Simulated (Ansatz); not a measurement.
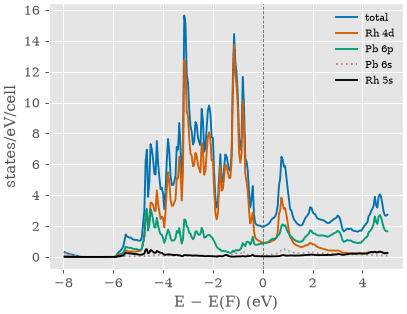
*Total and projected density of states of RhPb in space group P6/mmm (No. 191; Rh on 3f, Pb on 2d, Pb on 1a), plane-wave PAW r²SCAN (Ansatz code)*

Question: Which orbitals carry the states next to the Fermi level?

Answer: Within 0.5 eV of the Fermi level: Rh 4d 52 %, Pb 6p 39 %. Projections are on Löwdin-orthogonalised atomic valence shells; empty p or d shells of many metals are not among them.

Question: Where is the tallest occupied peak in this window, and what makes it?

Answer: Near -3.1 eV, about 16 states/eV per cell; the largest projected share is Rh 4d.

The first step of the workflow began from a Materials Project structure, measured or hypothetical; the Crystallography Open Database files this formula in space group No. 191, but the cells were not matched. Whether it is the stable phase at ambient conditions was not checked. Symmetry was held in the r²SCAN relaxation; whether a distortion lowers the energy is not shown. No spin polarisation was allowed. Scalar-relativistic: spin–orbit coupling is off unless named, which matters more the heavier the elements.

Potentials: the later of the program's two PAW sets.
